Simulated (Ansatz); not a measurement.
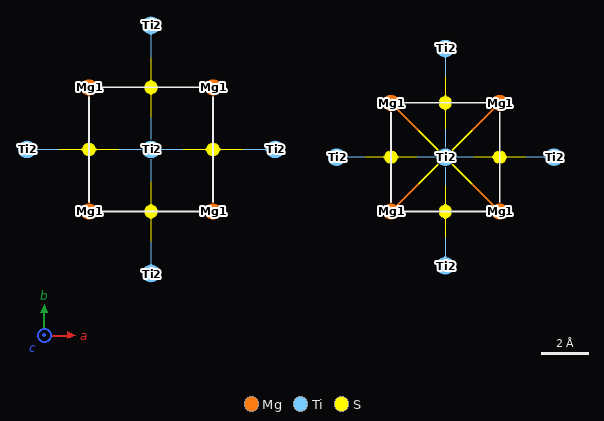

Two geometries of crystalline MgTiS₃ (built on the cubic perovskite type), drawn at one scale. One is the start of a relaxation, the other its converged end. A ball-and-stick model of the cell of the calculation, seen along the c axis.

Computed with DFT, PBEsol, plane waves, PAW (Ansatz 0.2.0). Set-up: plane-wave cutoff 420 eV; k-point mesh 4 × 4 × 4; occupations fermi dirac; smearing width 0.03 eV; no spin polarisation; cell and atoms relaxed; force threshold 0.01 eV/Å; at most 120 steps.

Which geometry has the lower energy?

The right one is the relaxed one. The atoms keep their places relative to the cell (all moves are under 0.005 Å). Cell: a = b = c 5.307 → 4.647 Å (−12.4 %). Volume −32.8 %. Among the contacts that change: Mg–S 3.752 → 3.286 Å, S–Ti 2.653 → 2.324 Å. The space group stays Pm-3m (No. 221). The energy falls by 616 meV per atom in 5 accepted moves (6 points after the start). All forces vanish by symmetry, so only the cell relaxes. The pressure goes from −14.10 to −0.01 GPa. At 1 point the geometry stayed and the basis and grid were re-selected for the new cell (energy shift of 0.4 meV per atom at most each time).
